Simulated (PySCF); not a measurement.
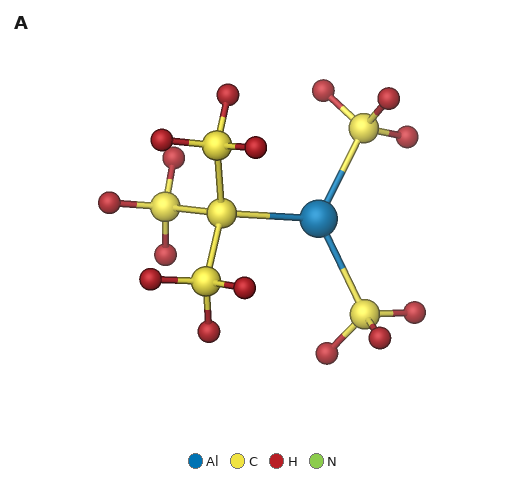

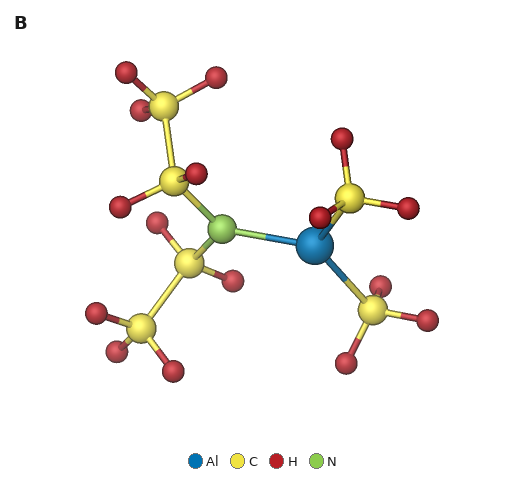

Two related species, optimised with PBE0-D3(BJ)/def2-SVP; properties computed with PySCF 2.14.0. Both: charge 0, singlet.

Question. Identify both.

Answer. A is AlMe2(tBu), B is AlMe2(NEt2).

Compare them. With CAM-B3LYP/def2-SVPD: dipole moment (D), HOMO–LUMO gap (eV), HOMO energy (Kohn–Sham orbital) (eV), lowest vertical singlet excitation (eV), mean static polarisability (bohr³). With B3LYP/pcSseg-1 (pcSseg-2 on Al): shielding of Al (ppm). With PBE0/pcSseg-1 (pcSseg-2 on Al): Hirshfeld charge of Al (e), IAO charge of Al (e). With PBE0-D3(BJ)/def2-SVP: mean Al–C length (Å).

| quantity | A | B |
| --- | --- | --- |
| dipole moment (D) | 0.24 | 0.31 |
| HOMO–LUMO gap (eV) | 8.31 | 7.98 |
| HOMO energy (Kohn–Sham orbital) (eV) | −7.91 | −7.49 |
| lowest vertical singlet excitation (eV) | 4.94 | 5.45 |
| mean static polarisability (bohr³) | 100.7 | 108.7 |
| shielding of Al (ppm) | 241.4 | 311.5 |
| Hirshfeld charge of Al (e) | 0.57 | 0.55 |
| IAO charge of Al (e) | 1.06 | 1.03 |
| mean Al–C length (Å) | 1.973 | 1.960 |

Each is one conformer, and no frequency run is at hand to confirm it as a minimum.
